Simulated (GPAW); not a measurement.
# Calculation of the molecule and its ions of SbNH₄S

The run: calculation of the molecule and its ions of SbNH₄S, SMILES [NH2][SbH][SH]. Method and program: revPBE/plane waves, scalar-relativistic datasets (GPAW 26.7.0).

The geometry comes from this level: GFN2-xTB.

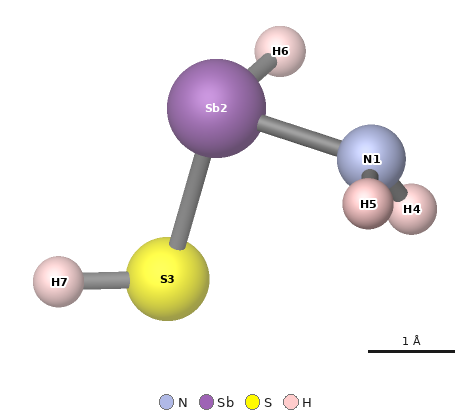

The structure (ball-and-stick view, seen at a tilt; atoms are numbered from 1 in the order of the input). Sticks mark near contacts. Bond lengths as drawn: H–N 1.01 Å, H–S 1.32 Å, H–Sb 1.70 Å, N–Sb 2.01 Å and S–Sb 2.45 Å.

The input (run.py):
```python
import numpy as np
from ase import Atoms
from ase.units import Bohr
from gpaw import GPAW, PW

positions_bohr = np.array(
              [[ -2.097823,   1.615168,  -1.090410],
               [  1.548857,   1.376930,  -0.035943],
               [  1.606607,  -3.115875,   1.051878],
               [ -3.217202,   0.430612,  -0.085359],
               [ -2.369187,   1.200486,  -2.937447],
               [  0.650954,   2.088110,   2.966927],
               [  3.877775,  -3.595412,   0.130353]])
mol = Atoms(['N', 'Sb', 'S', 'H', 'H', 'H', 'H'], positions=positions_bohr * Bohr)
mol.center(vacuum=4.5)

energies = {}
for name, charge, unpaired in [('neutral', 0, 0), ('oxidised', 1, 1)]:
    mol.set_initial_magnetic_moments([unpaired / len(mol)] * len(mol))
    gpaw_calc = GPAW(mode={'name': 'pw', 'ecut': 400},
                     xc='revPBE',
                     charge=charge,
                     occupations={'name': 'fermi-dirac', 'width': 0.0, 'fixmagmom': unpaired > 0},
                     maxiter=100,
                     symmetry='off',
                     txt=f'{name}.txt')
    mol.calc = gpaw_calc
    energies[name] = mol.get_potential_energy()
    print(f'{name:10} {energies[name]:12.5f} eV')

ip = energies['oxidised'] - energies['neutral']
print(f'Vertical IP             {ip:.3f} eV')
```

Hardware: 1 thread of Arm Neoverse N1, 16 GiB of memory available, shared host.

Run as:
```bash
OMP_NUM_THREADS=1 python run.py
```

The program's output:
```
neutral       -27.69722 eV
oxidised      -18.91466 eV
Vertical IP             8.783 eV
```

Results in brief:

- outcome: converged
- ionisation energy: 8.78 eV
- wall time: 89 s
- peak memory: 0.68 GiB
